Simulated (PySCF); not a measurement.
# GeH4: one geometry, several methods

How much do the numbers for GeH4 (singlet) hang on the method? All levels run at one geometry, the PBE0 minimum.

Computed with PySCF 2.14.0. Level: several methods, basis Ge def2-TZVP, H def2-TZVP, no relativity, density fitting.

## 1. Where the work starts

5 atoms, charge 0, spin multiplicity 1.

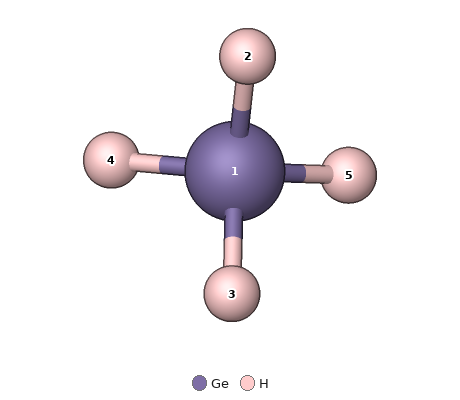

Start geometry, drawn with germanium purple, hydrogen pink; atoms are numbered from 1 in the order of the file.

Z-matrix (Å, degrees; charge 0 multiplicity 1):
```
Ge
H  1 1.5344
H  1 1.5344 2 109.47
H  1 1.5344 2 109.47 3 120.00
H  1 1.5344 2 109.47 3 -120.00
```

## 2. Real-space pictures of the lowest minimum

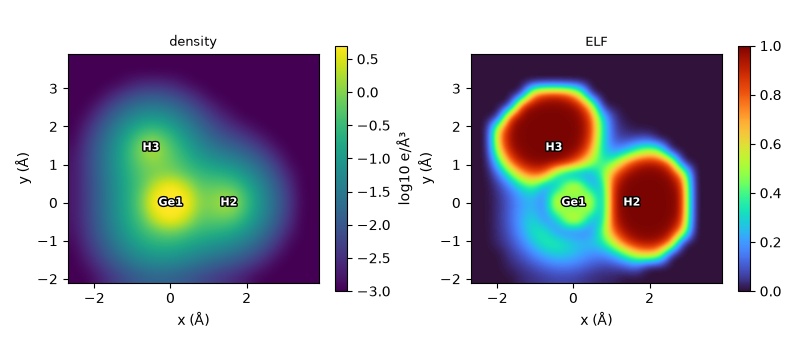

The plane holds Ge1 at (0.00, 0.00), H2 at (1.53, 0.00), H3 at (-0.51, 1.45) Å. ELF is set to 0 where the density is under 0.005 e/Å³; an orbital's overall sign is arbitrary.

The fields below are evaluated on a grid from the run's orbitals.

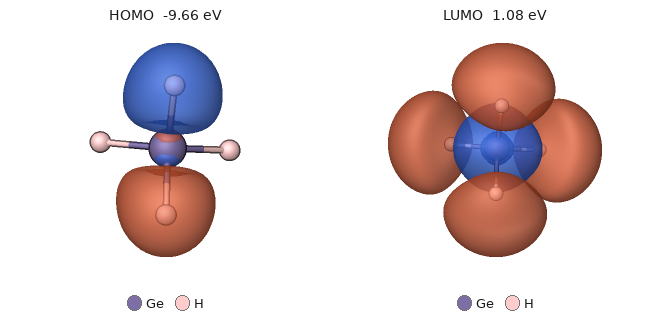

Frontier orbitals at PBE0; each surface holds 70 % of the orbital's density, blue and red mark the sign.

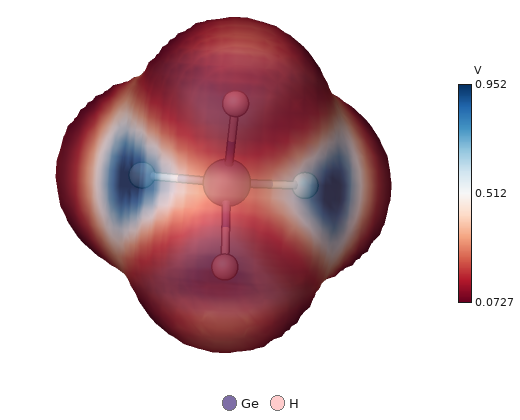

Electrostatic potential on the surface of density 0.002 e/bohr³; red is low, blue high. It runs, from the 1st to the 99th percentile, from 0.07 to 0.95 V.

Along Ge1–H2 (1.534 Å) the density is least, 0.90 e/Å³, about 0.92 Å from Ge1; ELF there is 0.60.

Making the fields took 0.9 s on 2 threads of Arm Neoverse V2, shared host.

## 3. PBE0

One driver script runs all steps and calls PySCF; scf.py shows the equivalent input of each level. Each SCF starts from the density of the minimum. The driver also runs the species with one electron less or more at the same geometry; their logs are not shown.

Contents of scf.py:

```python
from pyscf import gto, scf, dft
mol = gto.M(atom='''
Ge    -0.000000     0.000000     0.000000
H      1.252840    -0.000028     0.885892
H     -1.252840    -0.000000     0.885892
H      0.000014     1.252854    -0.885872
H     -0.000014    -1.252826    -0.885911''',
    basis={'Ge': 'def2-TZVP', 'H': 'def2-TZVP'},
    charge=0, spin=0)
mf = dft.RKS(mol, xc='PBE0')
mf.grids.atom_grid = (75, 302)
aux = {'Ge': 'def2-universal-JKFIT', 'H': 'def2-universal-JKFIT'}
mf = mf.density_fit(auxbasis=aux)
mf.conv_tol = 1e-08
mf.diis_space = 10
mf.max_cycle = 60
mf.verbose = 4
mf.kernel()
```

Launch:

```sh
$ OMP_NUM_THREADS=2 python axn.py task.json out
```

What it wrote:

```text
init E= -2079.11846031968
  HOMO = -0.354873762624262  LUMO = 0.0398125073492883  gap/eV = 10.73996
cycle= 1 E= -2079.11846031966  delta_E= 1.77e-11  |g|= 3.71e-05  |ddm|= 2.31e-05
  HOMO = -0.354872125853288  LUMO = 0.0398137460244197  gap/eV = 10.73995
Extra cycle  E= -2079.11846031961  delta_E= 5.32e-11  |g|= 4.45e-05  |ddm|= 2.82e-05
converged SCF energy = -2079.11846031961
```

This level, with the species of one electron less or more, took 0.8 s.

* energy: -2079.118460 Eh
* one electron less (charge +1): -2078.670898 Eh (doublet, ⟨S²⟩ 0.76)
* Mulliken charge of Ge1: -0.03 e

## 4. HF

scf.py, as its differences from that of step 3:

```diff
@@ -10,2 +10 @@
-mf = dft.RKS(mol, xc='PBE0')
-mf.grids.atom_grid = (75, 302)
+mf = scf.RHF(mol)
```

What it wrote:

```text
init E= -2077.66229402103
  HOMO = -0.464415146014052  LUMO = 0.149926498317913  gap/eV = 16.71709
cycle= 1 E= -2077.67676815814  delta_E= -0.0145  |g|= 0.12  |ddm|= 0.192
  HOMO = -0.470671970711551  LUMO = 0.150617253331342  gap/eV = 16.90614
cycle= 2 E= -2077.67784703119  delta_E= -0.00108  |g|= 0.0654  |ddm|= 0.0892
  HOMO = -0.472857857866995  LUMO = 0.149939081784995  gap/eV = 16.94717
cycle= 3 E= -2077.67816098278  delta_E= -0.000314  |g|= 0.0113  |ddm|= 0.024
  HOMO = -0.473133471424526  LUMO = 0.150468534976628  gap/eV = 16.96907
cycle= 4 E= -2077.67818792619  delta_E= -2.69e-05  |g|= 0.000735  |ddm|= 0.01
  HOMO = -0.473204916006803  LUMO = 0.150478199485886  gap/eV = 16.97128
cycle= 5 E= -2077.67818830787  delta_E= -3.82e-07  |g|= 9.92e-05  |ddm|= 0.00122
  HOMO = -0.473181155070547  LUMO = 0.150487907648576  gap/eV = 16.97090
cycle= 6 E= -2077.67818831515  delta_E= -7.28e-09  |g|= 1.95e-05  |ddm|= 0.000298
  HOMO = -0.473186370859446  LUMO = 0.150484329618212  gap/eV = 16.97094
Extra cycle  E= -2077.67818831529  delta_E= -1.33e-10  |g|= 1.21e-05  |ddm|= 4.6e-05
converged SCF energy = -2077.67818831529
```

This level, with the species of one electron less or more, took under 0.5 s.

```
energy                        : -2077.678188 Eh
one electron less (charge +1) : -2077.233823 Eh (doublet, ⟨S²⟩ 0.81)
Mulliken charge of Ge1        : +0.10 e
```

## 5. PBE

scf.py, as its differences from that of step 4:

```diff
@@ -10 +10,2 @@
-mf = scf.RHF(mol)
+mf = dft.RKS(mol, xc='PBE')
+mf.grids.atom_grid = (75, 302)
```

What it wrote:

```text
init E= -2079.05540731042
  HOMO = -0.305820732926729  LUMO = 0.00781630000914202  gap/eV = 8.53450
cycle= 1 E= -2079.0568300647  delta_E= -0.00142  |g|= 0.101  |ddm|=  0.1
  HOMO = -0.308374965662267  LUMO = 0.00543383975259282  gap/eV = 8.53917
cycle= 2 E= -2079.05625144782  delta_E= 0.000579  |g|= 0.136  |ddm|= 0.0745
  HOMO = -0.306408240401016  LUMO = 0.00708770252404278  gap/eV = 8.53066
cycle= 3 E= -2079.05744304933  delta_E= -0.00119  |g|= 0.00515  |ddm|= 0.0472
  HOMO = -0.306834551643274  LUMO = 0.00679505065482378  gap/eV = 8.53430
cycle= 4 E= -2079.05745038568  delta_E= -7.34e-06  |g|= 0.000308  |ddm|= 0.00635
  HOMO = -0.306758197066919  LUMO = 0.00684104233764948  gap/eV = 8.53347
cycle= 5 E= -2079.05745041428  delta_E= -2.86e-08  |g|= 3.1e-05  |ddm|= 0.000434
  HOMO = -0.306770437603819  LUMO = 0.00683359937079242  gap/eV = 8.53360
cycle= 6 E= -2079.05745041462  delta_E= -3.44e-10  |g|= 1.05e-06  |ddm|= 3.66e-05
  HOMO = -0.306770097925206  LUMO = 0.00683381287637008  gap/eV = 8.53360
Extra cycle  E= -2079.05745041462  delta_E= -1.82e-12  |g|= 9.38e-07  |ddm|= 2.92e-06
converged SCF energy = -2079.05745041462
```

This level, with the species of one electron less or more, took 10 s.

- energy: -2079.057450 Eh
- one electron less (charge +1): -2078.620173 Eh (doublet, ⟨S²⟩ 0.75)
- Mulliken charge of Ge1: -0.01 e

## 6. B3LYP

scf.py, as its differences from that of step 5:

```diff
@@ -10 +10 @@
-mf = dft.RKS(mol, xc='PBE')
+mf = dft.RKS(mol, xc='B3LYP')
```

What it wrote:

```text
init E= -2079.44101231376
  HOMO = -0.346515460505964  LUMO = 0.02695332110161  gap/eV = 10.16260
cycle= 1 E= -2079.44166189588  delta_E= -0.00065  |g|= 0.0381  |ddm|= 0.103
  HOMO = -0.348612139838289  LUMO = 0.0249617017358892  gap/eV = 10.16546
cycle= 2 E= -2079.4416020058  delta_E= 5.99e-05  |g|= 0.0493  |ddm|= 0.0378
  HOMO = -0.347406706514226  LUMO = 0.0258372263593722  gap/eV = 10.15648
cycle= 3 E= -2079.44178422776  delta_E= -0.000182  |g|= 0.000796  |ddm|= 0.0188
  HOMO = -0.347387467802955  LUMO = 0.0258373428061516  gap/eV = 10.15596
cycle= 4 E= -2079.44178442257  delta_E= -1.95e-07  |g|= 0.000308  |ddm|= 0.00131
  HOMO = -0.347449757413601  LUMO = 0.0257930751580435  gap/eV = 10.15645
cycle= 5 E= -2079.44178444084  delta_E= -1.83e-08  |g|= 2.65e-05  |ddm|= 0.000331
  HOMO = -0.347438725398163  LUMO = 0.0257994447482623  gap/eV = 10.15633
cycle= 6 E= -2079.44178444106  delta_E= -2.21e-10  |g|= 7.08e-07  |ddm|= 3.6e-05
  HOMO = -0.347438852212637  LUMO = 0.0257993479906924  gap/eV = 10.15633
Extra cycle  E= -2079.44178444105  delta_E= 7.73e-12  |g|= 6.84e-07  |ddm|= 1.16e-06
converged SCF energy = -2079.44178444105
```

This level, with the species of one electron less or more, took 1.9 s on 2 threads of Arm Neoverse V2, shared host.

```
energy                        : -2079.441784 Eh
one electron less (charge +1) : -2078.993139 Eh (doublet, ⟨S²⟩ 0.76)
Mulliken charge of Ge1        : +0.07 e
```

## 7. r2SCAN

scf.py, as its differences from that of step 6:

```diff
@@ -10,2 +10,2 @@
-mf = dft.RKS(mol, xc='B3LYP')
-mf.grids.atom_grid = (75, 302)
+mf = dft.RKS(mol, xc='R2SCAN')
+mf.grids.atom_grid = (90, 434)
```

What it wrote:

```text
init E= -2079.37262571706
  HOMO = -0.320830693290463  LUMO = 0.0260174008249994  gap/eV = 9.43822
cycle= 1 E= -2079.37335147094  delta_E= -0.000726  |g|= 0.0118  |ddm|= 0.0628
  HOMO = -0.32003877963516  LUMO = 0.0264926150006808  gap/eV = 9.42960
cycle= 2 E= -2079.37334530926  delta_E= 6.16e-06  |g|= 0.0155  |ddm|= 0.01
  HOMO = -0.319817139941046  LUMO = 0.0267018490241862  gap/eV = 9.42926
cycle= 3 E= -2079.3733620901  delta_E= -1.68e-05  |g|= 0.000397  |ddm|= 0.00559
  HOMO = -0.319946594353639  LUMO = 0.0265957631410041  gap/eV = 9.42990
cycle= 4 E= -2079.37336211549  delta_E= -2.54e-08  |g|= 0.000127  |ddm|= 0.00049
  HOMO = -0.319917635884012  LUMO = 0.026616951650114  gap/eV = 9.42969
cycle= 5 E= -2079.37336212023  delta_E= -4.73e-09  |g|= 2.54e-05  |ddm|= 0.000188
  HOMO = -0.319917833747487  LUMO = 0.0266163271756961  gap/eV = 9.42967
Extra cycle  E= -2079.3733621202  delta_E= 2.82e-11  |g|= 3.82e-05  |ddm|= 4.61e-05
converged SCF energy = -2079.3733621202
```

This level, with the species of one electron less or more, took 12 s.

```
energy                        : -2079.373362 Eh
one electron less (charge +1) : -2078.929334 Eh (doublet, ⟨S²⟩ 0.76)
Mulliken charge of Ge1        : +0.01 e
```

## 8. TPSSh

scf.py, as its differences from that of step 7:

```diff
@@ -10 +10 @@
-mf = dft.RKS(mol, xc='R2SCAN')
+mf = dft.RKS(mol, xc='TPSSH')
```

What it wrote:

```text
init E= -2079.3606264891
  HOMO = -0.335447392787191  LUMO = 0.0279369168422807  gap/eV = 9.88819
cycle= 1 E= -2079.36095831688  delta_E= -0.000332  |g|= 0.0738  |ddm|= 0.082
  HOMO = -0.335618051461147  LUMO = 0.0271967925323189  gap/eV = 9.87269
cycle= 2 E= -2079.36066584474  delta_E= 0.000292  |g|= 0.0986  |ddm|= 0.0644
  HOMO = -0.333633659485042  LUMO = 0.0287808823810858  gap/eV = 9.86180
cycle= 3 E= -2079.36136655144  delta_E= -0.000701  |g|= 0.000586  |ddm|= 0.0361
  HOMO = -0.333801656783245  LUMO = 0.0286813863324378  gap/eV = 9.86367
cycle= 4 E= -2079.36136667602  delta_E= -1.25e-07  |g|= 0.000232  |ddm|= 0.00104
  HOMO = -0.333834738769011  LUMO = 0.0286595260663045  gap/eV = 9.86397
cycle= 5 E= -2079.36136668925  delta_E= -1.32e-08  |g|= 2.07e-05  |ddm|= 0.000272
  HOMO = -0.33382464357663  LUMO = 0.0286655630787527  gap/eV = 9.86386
cycle= 6 E= -2079.3613666894  delta_E= -1.5e-10  |g|= 7.51e-07  |ddm|= 3.67e-05
  HOMO = -0.333824744423638  LUMO = 0.0286654623673366  gap/eV = 9.86386
Extra cycle  E= -2079.3613666894  delta_E= -1.82e-12  |g|= 9.81e-07  |ddm|= 1.3e-06
converged SCF energy = -2079.3613666894
```

This level, with the species of one electron less or more, took 5.1 s.

- energy: -2079.361367 Eh
- one electron less (charge +1): -2078.914998 Eh (doublet, ⟨S²⟩ 0.76)
- Mulliken charge of Ge1: +0.04 e

## 9. CAM-B3LYP

scf.py, as its differences from that of step 8:

```diff
@@ -10,2 +10,2 @@
-mf = dft.RKS(mol, xc='TPSSH')
-mf.grids.atom_grid = (90, 434)
+mf = dft.RKS(mol, xc='CAMB3LYP')
+mf.grids.atom_grid = (75, 302)
```

What it wrote:

```text
init E= -2079.5052940408
  HOMO = -0.404516333657558  LUMO = 0.072749344653908  gap/eV = 12.98706
cycle= 1 E= -2079.50589049016  delta_E= -0.000596  |g|= 0.0427  |ddm|= 0.101
  HOMO = -0.407638883522251  LUMO = 0.0705709741513099  gap/eV = 13.01275
cycle= 2 E= -2079.50587134251  delta_E= 1.91e-05  |g|= 0.0475  |ddm|= 0.0361
  HOMO = -0.406707464743329  LUMO = 0.0712531271825769  gap/eV = 13.00597
cycle= 3 E= -2079.50601577698  delta_E= -0.000144  |g|= 0.000474  |ddm|= 0.0159
  HOMO = -0.406760621736365  LUMO = 0.0712152212294432  gap/eV = 13.00639
cycle= 4 E= -2079.50601589577  delta_E= -1.19e-07  |g|= 0.000145  |ddm|= 0.00196
  HOMO = -0.406792804940122  LUMO = 0.0711956533208511  gap/eV = 13.00673
cycle= 5 E= -2079.50601590093  delta_E= -5.15e-09  |g|= 2.35e-05  |ddm|= 0.000224
  HOMO = -0.406788633399547  LUMO = 0.0711980537230676  gap/eV = 13.00668
Extra cycle  E= -2079.50601590109  delta_E= -1.63e-10  |g|= 2.47e-05  |ddm|= 4.92e-05
converged SCF energy = -2079.50601590109
```

This level, with the species of one electron less or more, took 1.9 s.

```
energy                        : -2079.506016 Eh
one electron less (charge +1) : -2079.052215 Eh (doublet, ⟨S²⟩ 0.76)
Mulliken charge of Ge1        : +0.03 e
```

## 10. M06-L

scf.py, as its differences from that of step 9:

```diff
@@ -10,2 +10,2 @@
-mf = dft.RKS(mol, xc='CAMB3LYP')
-mf.grids.atom_grid = (75, 302)
+mf = dft.RKS(mol, xc='M06L')
+mf.grids.atom_grid = (90, 434)
```

What it wrote:

```text
init E= -2079.33421935142
  HOMO = -0.320053003746731  LUMO = 0.0360444442444914  gap/eV = 9.68991
cycle= 1 E= -2079.33646658584  delta_E= -0.00225  |g|= 0.0782  |ddm|= 0.175
  HOMO = -0.317855672031116  LUMO = 0.0383735045369358  gap/eV = 9.69349
cycle= 2 E= -2079.33656748808  delta_E= -0.000101  |g|= 0.078  |ddm|= 0.0672
  HOMO = -0.317187272493664  LUMO = 0.0385854517626232  gap/eV = 9.68107
cycle= 3 E= -2079.33693308708  delta_E= -0.000366  |g|= 0.0078  |ddm|= 0.0276
  HOMO = -0.316461444862775  LUMO = 0.0391529471508969  gap/eV = 9.67676
cycle= 4 E= -2079.33694396138  delta_E= -1.09e-05  |g|= 0.00118  |ddm|= 0.00778
  HOMO = -0.316544897951975  LUMO = 0.0391494713673959  gap/eV = 9.67894
cycle= 5 E= -2079.33694439919  delta_E= -4.38e-07  |g|= 0.000111  |ddm|= 0.0018
  HOMO = -0.316477921352509  LUMO = 0.0391995439265207  gap/eV = 9.67848
cycle= 6 E= -2079.33694440283  delta_E= -3.64e-09  |g|= 7.58e-06  |ddm|= 0.000189
  HOMO = -0.316480236035494  LUMO = 0.039197548815733  gap/eV = 9.67849
Extra cycle  E= -2079.33694440283  delta_E= 2.27e-12  |g|= 7.71e-06  |ddm|= 8.56e-06
converged SCF energy = -2079.33694440283
```

This level, with the species of one electron less or more, took 6.4 s on 2 threads of Arm Neoverse V2, shared host.

```
energy                        : -2079.336944 Eh
one electron less (charge +1) : -2078.894123 Eh (doublet, ⟨S²⟩ 0.76)
Mulliken charge of Ge1        : +0.14 e
```

## 11. Comparison of the levels

| level | atomisation energy (kJ/mol) | vertical ionisation energy (eV) | −ε(HOMO) (eV) | gap (eV) | wall time |
| --- | --- | --- | --- | --- | --- |
| PBE0 | 1205 | 12.18 | 9.66 | 10.74 | 0.8 s |
| HF | 940 | 12.09 | 12.88 | 16.97 | under 0.5 s |
| PBE | 1200 | 11.90 | 8.35 | 8.53 | 10 s |
| B3LYP | 1229 | 12.21 | 9.45 | 10.16 | 1.9 s |
| r2SCAN | 1234 | 12.08 | 8.71 | 9.43 | 12 s |
| TPSSh | 1271 | 12.15 | 9.08 | 9.86 | 5.1 s |
| CAM-B3LYP | 1241 | 12.35 | 11.07 | 13.01 | 1.9 s |
| M06-L | 1235 | 12.05 | 8.61 | 9.68 | 6.4 s |

Times are for 2 threads of Arm Neoverse V2, shared host; PBE0 starts from its own converged density, so its time is not comparable. A dash stands where a species or a free atom was not run at that level, or the quantity is not defined.

Atomisation goes to high-spin atoms in their ground configurations, run at the same level, without zero-point energy.

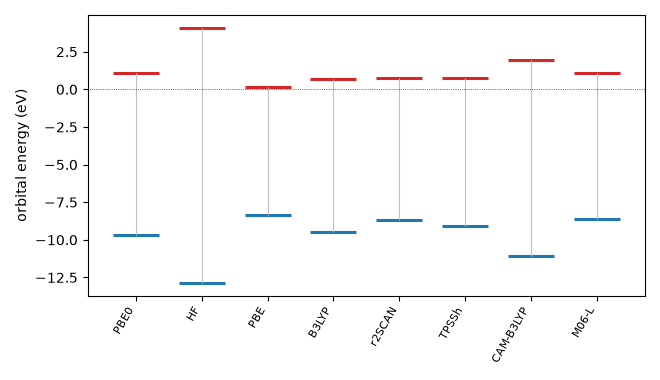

Highest occupied (blue) and lowest empty (red) levels by method.

## 12. Summary of results

| quantity | value |
| --- | --- |
| atomisation energy, range | 940 (HF) to 1271 (TPSSh) kJ/mol |
| vertical ionisation energy, range | 11.90 (PBE) to 12.35 (CAM-B3LYP) eV |
| orbital gap, range | 8.53 (PBE) to 16.97 (HF) eV |

In words: The atomisation energy spreads over 331 kJ/mol, from HF to TPSSh; without a CCSD(T) value for it there is no yardstick here.
